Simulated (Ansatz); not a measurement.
Base system: AlN in the zinc blende structure (space group F-43m, No. 216; a = 4.403 Å).

Now apply this change: every lattice vector is stretched by 1.50 %, atoms relaxed at fixed cell.

The values are results of Ansatz (a first-principles code), PBE, PAW, cutoff 420 eV, spin-orbit coupling left out, not measurements.

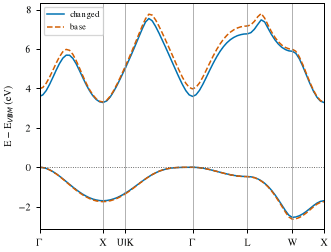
*Highest valence and lowest conduction band along the path, each from its own valence-band maximum*

Task: Read the changed gap and its character from the plot.

Result: About 3.3 eV, indirect, Γ → X.

The cells carry an imposed strain or load. Whether these cells are dynamically stable was not tested. This is not the structure that AlN has at room temperature and ambient pressure.
